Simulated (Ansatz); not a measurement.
# GeH8N2Si: how energies converge with the basis set

Aim: see how fast density functionals converge with the basis set for GeH8N2Si.

Program: Ansatz 0.2.0, Gaussian basis. Level of theory: one geometry, several basis sets. These are calculated values, not measurements.

Levels to be run: PBE0-D4/def2-SVP; ωB97M-V/def2-SVP; PBE0-D4/def2-QZVPP; ωB97M-V/def2-QZVPP; the functionals' def2-TZVPP values are taken from earlier runs.

## (1) The relaxed structure

The geometry comes from an earlier relaxation with PBE0-D4 in a triple-zeta def2 set; it is a stationary point, not always the lowest conformer.

SMILES `N[SiH2][GeH2][NH2]`, 12 atoms, charge 0, spin multiplicity 1.

Atoms are counted from 1 here; the program's logs count them from 0.

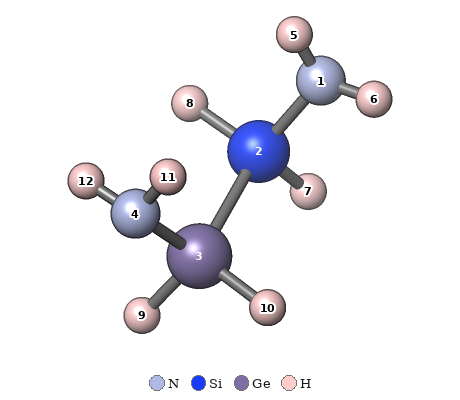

The geometry (nitrogen light blue, silicon blue, germanium purple, hydrogen pink); atoms are numbered from 1 in the order of the file.

Coordinates:

```
atom     x (Å)     y (Å)     z (Å)
  N1  -1.87031   0.54482   0.96263
 Si2  -0.88160  -0.83114   0.62686
 Ge3   0.82614  -0.47176  -1.02296
  N4   1.99885   0.90415  -0.59032
  H5  -1.51200   1.27700   1.55409
  H6  -2.46786   0.92391   0.24556
  H7  -1.76504  -1.95094   0.19549
  H8  -0.21603  -1.19609   1.90873
  H9   1.70601  -1.72160  -1.23660
 H10   0.20670  -0.06447  -2.37767
 H11   1.53785   1.79968  -0.49485
 H12   2.51438   0.73113   0.26296
```

## (2) PBE0-D4 in def2-SVP

Input file in.yaml:

```yaml
crystal:
  periodic: [false, false, false]
  atoms:
    - {symbol: N, position_ang: [-1.870311, 0.544820, 0.962626]}
    - {symbol: Si, position_ang: [-0.881600, -0.831136, 0.626855]}
    - {symbol: Ge, position_ang: [0.826139, -0.471759, -1.022962]}
    - {symbol: N, position_ang: [1.998853, 0.904149, -0.590322]}
    - {symbol: H, position_ang: [-1.512003, 1.276997, 1.554086]}
    - {symbol: H, position_ang: [-2.467857, 0.923914, 0.245564]}
    - {symbol: H, position_ang: [-1.765042, -1.950937, 0.195489]}
    - {symbol: H, position_ang: [-0.216028, -1.196090, 1.908727]}
    - {symbol: H, position_ang: [1.706011, -1.721602, -1.236597]}
    - {symbol: H, position_ang: [0.206701, -0.064472, -2.377671]}
    - {symbol: H, position_ang: [1.537855, 1.799681, -0.494851]}
    - {symbol: H, position_ang: [2.514381, 0.731134, 0.262957]}
basis:
  gaussian: {orbitals: def2-SVP}
hamiltonian: {xc: pbe0, dispersion: d4}
output: {orbitals: {seedname: orbitals}}
```

Launch:

```console
ansatz run in.yaml --threads 4 --pin off --events-out ev --progress --plain --max-ram 10444MiB
```

Standard output:

```text
Functional definition: PBE0
  name "PBE0"
  cite "Adamo & Barone, J. Chem. Phys. 110, 6158 (1999) doi:10.1063/1.478522"
  cite "Perdew, Burke & Ernzerhof, Phys. Rev. Lett. 77, 3865 (1996) doi:10.1103/PhysRevLett.77.3865"
  parent pbe
  parameter a = 0.25
  parameter kappa = 0.804
  parameter beta = 0.06672455060314922
  exchange = (1 - a)*pbe_x(kappa = kappa, mu = beta*pi^2/3) + a*exact_x
  correlation = pbe_c(beta = beta)
1182 factors; integrals over basis functions are off by at most 1.3e-3 eV
mean field evaluation 1: about -67471.5358 eV, gradient 6.9e1 eV
mean field evaluation 2: about -67454.2490 eV, gradient 1.1e2 eV
mean field evaluation 4: about -67480.8566 eV, gradient 4.2e0 eV
mean field evaluation 8: about -67481.0150 eV, gradient 5.4e-1 eV
mean field evaluation 16: about -67481.0159 eV, gradient 1.5e-4 eV
mean field -67481.01593956 eV, -2479.8815955034 hartree, gradient 2.0e-5 eV, S^2 0.000000; 0 other end points of the search recorded, 0 dependent functions left out
reference -67481.01597107 eV, -2479.8815966612 hartree; 34, 34 occupied and 84, 84 virtual orbitals, 1182 factors
Total energy: -67481.22250405 eV, -2479.8891866084 hartree
```

It took 1.7 s on 4 threads of AMD EPYC 7B13, shared host; peak memory 0.28 GiB.

## (3) ωB97M-V in def2-SVP

Changes to in.yaml since step 2:

```diff
@@ -17,3 +17,3 @@
   gaussian: {orbitals: def2-SVP}
-hamiltonian: {xc: pbe0, dispersion: d4}
+hamiltonian: {xc: {name: wB97M-V}}
 output: {orbitals: {seedname: orbitals}}
```

Launched as before.

Standard output, shortened:

```text
Functional definition: wB97M-V
  name "wB97M-V"
  cite "Mardirossian & Head-Gordon, J. Chem. Phys. 144, 214110 (2016) doi:10.1063/1.4952647"
  cite "Becke, J. Chem. Phys. 107, 8554 (1997) doi:10.1063/1.475007"
  cite "Vydrov & Van Voorhis, J. Chem. Phys. 133, 244103 (2010) doi:10.1063/1.3521275"
  # Of w^i u^j: cxij and so on, Table III.
[...]
  gx(w, u) = 1 - cx + cx01*u + cx10*w
  gss(w, u) = css00 + css04*u^4 + css10*w + css20*w^2 + css43*w^4*u^3
  gos(w, u) = cos00 + cos10*w + (cos20 + cos21*u)*w^2 + (cos60 + cos61*u)*w^6
[...]
      + integral(e_c_pw_mod_opposite_spin*gos(b97_w_opposite, b97_u_opposite)) + vv10(b, c)
1182 factors; integrals over basis functions are off by at most 1.3e-3 eV
372 factors; integrals over basis functions are off by at most 7.7e-6 eV
[...]
mean field -67489.50299391 eV, -2480.1934889981 hartree, gradient 2.0e-5 eV, S^2 0.000000; 0 other end points of the search recorded, 0 dependent functions left out
reference -67489.50304184 eV, -2480.1934907595 hartree; 34, 34 occupied and 84, 84 virtual orbitals, 1182 factors
Total energy: -67489.50304184 eV, -2480.1934907595 hartree
```

Run time: 5.5 s. Hardware: 4 threads of AMD EPYC 7B13, shared host; peak memory 0.42 GiB.

## (4) PBE0-D4 in def2-QZVPP

Changes to in.yaml since step 3:

```diff
@@ -16,4 +16,4 @@
 basis:
-  gaussian: {orbitals: def2-SVP}
-hamiltonian: {xc: {name: wB97M-V}}
+  gaussian: {orbitals: "def2-QZVPP.json"}
+hamiltonian: {xc: pbe0, dispersion: d4}
 output: {orbitals: {seedname: orbitals}}
```

The command is unchanged.

Standard output:

```text
Functional definition: PBE0
  name "PBE0"
  cite "Adamo & Barone, J. Chem. Phys. 110, 6158 (1999) doi:10.1063/1.478522"
  cite "Perdew, Burke & Ernzerhof, Phys. Rev. Lett. 77, 3865 (1996) doi:10.1103/PhysRevLett.77.3865"
  parent pbe
  parameter a = 0.25
  parameter kappa = 0.804
  parameter beta = 0.06672455060314922
  exchange = (1 - a)*pbe_x(kappa = kappa, mu = beta*pi^2/3) + a*exact_x
  correlation = pbe_c(beta = beta)
1791 factors; their error is unknown
mean field evaluation 1: about -67483.6445 eV, gradient 8.4e1 eV
mean field evaluation 2: about -67457.3664 eV, gradient 1.3e2 eV
mean field evaluation 4: about -67496.3193 eV, gradient 6.0e0 eV
mean field evaluation 8: about -67496.3928 eV, gradient 1.5e-1 eV
mean field evaluation 16: about -67496.5402 eV, gradient 1.5e-4 eV
mean field -67496.54020807 eV, -2480.4521018483 hartree, gradient 7.2e-5 eV, S^2 0.000000; 0 other end points of the search recorded, 0 dependent functions left out
reference -67496.54025327 eV, -2480.4521035095 hartree; 34, 34 occupied and 479, 479 virtual orbitals, 1791 factors
Total energy: -67496.74678625 eV, -2480.4596934566 hartree
```

It took 12 s on 4 threads of AMD EPYC 7B13, shared host; peak memory 2.2 GiB.

## (5) ωB97M-V in def2-QZVPP

Changes to in.yaml since step 4:

```diff
@@ -17,3 +17,3 @@
   gaussian: {orbitals: "def2-QZVPP.json"}
-hamiltonian: {xc: pbe0, dispersion: d4}
+hamiltonian: {xc: {name: wB97M-V}}
 output: {orbitals: {seedname: orbitals}}
```

Same command.

Standard output, shortened:

```text
Functional definition: wB97M-V
  name "wB97M-V"
  cite "Mardirossian & Head-Gordon, J. Chem. Phys. 144, 214110 (2016) doi:10.1063/1.4952647"
  cite "Becke, J. Chem. Phys. 107, 8554 (1997) doi:10.1063/1.475007"
  cite "Vydrov & Van Voorhis, J. Chem. Phys. 133, 244103 (2010) doi:10.1063/1.3521275"
  # Of w^i u^j: cxij and so on, Table III.
[...]
  gx(w, u) = 1 - cx + cx01*u + cx10*w
  gss(w, u) = css00 + css04*u^4 + css10*w + css20*w^2 + css43*w^4*u^3
  gos(w, u) = cos00 + cos10*w + (cos20 + cos21*u)*w^2 + (cos60 + cos61*u)*w^6
[...]
      + integral(e_c_pw_mod_opposite_spin*gos(b97_w_opposite, b97_u_opposite)) + vv10(b, c)
1759 factors; their error is unknown
433 factors; integrals over basis functions are off by at most 7.5e-6 eV
[...]
mean field -67505.14322162 eV, -2480.7682567652 hartree, gradient 2.7e-5 eV, S^2 0.000000; 0 other end points of the search recorded, 0 dependent functions left out
reference -67505.14329318 eV, -2480.7682593947 hartree; 34, 34 occupied and 479, 479 virtual orbitals, 1759 factors
Total energy: -67505.14329318 eV, -2480.7682593947 hartree
```

Wall time 25 s (4 threads of AMD EPYC 7B13, shared host); peak memory 2.6 GiB.

## (6) Functionals by basis

The def2-TZVPP values come from earlier runs at the same geometry.

| functional | basis | functions | energy (eV) | from the largest (eV) | HOMO (eV) | LUMO (eV) |
| --- | --- | --- | --- | --- | --- | --- |
| PBE0-D4 | def2-SVP | 118 | -67481.2225 | 15.524 | -6.21 | 0.22 |
| PBE0-D4 | def2-TZVPP | 264 | -67495.0462 | 1.701 | -6.44 | -0.20 |
| PBE0-D4 | def2-QZVPP | 513 | -67496.7468 | 0.000 | -6.49 | -0.37 |
| ωB97M-V | def2-SVP | 118 | -67489.5030 | 15.640 | -8.31 | 1.98 |
| ωB97M-V | def2-TZVPP | 264 | -67503.4984 | 1.645 | -8.56 | 1.36 |
| ωB97M-V | def2-QZVPP | 513 | -67505.1433 | 0.000 | -8.60 | 1.05 |

## (7) Summary of results

| quantity | value |
| --- | --- |
| PBE0-D4: double and triple zeta above quadruple | 15.52, 1.70 eV |
| ωB97M-V: double and triple zeta above quadruple | 15.64, 1.64 eV |

**Reading.** For PBE0-D4 the step from double to triple zeta gains 13.82 eV and the next only 1.70 eV. These are total energies; as a rule much of such shifts cancels in differences, which this series doesn't test. The LUMO of ωB97M-V is positive and keeps falling with the basis (1.98 to 1.05 eV): an unbound level that the basis holds in place.

For PBE0-D4 the largest set took about 7 times as long as the smallest (12 s against 1.7 s).
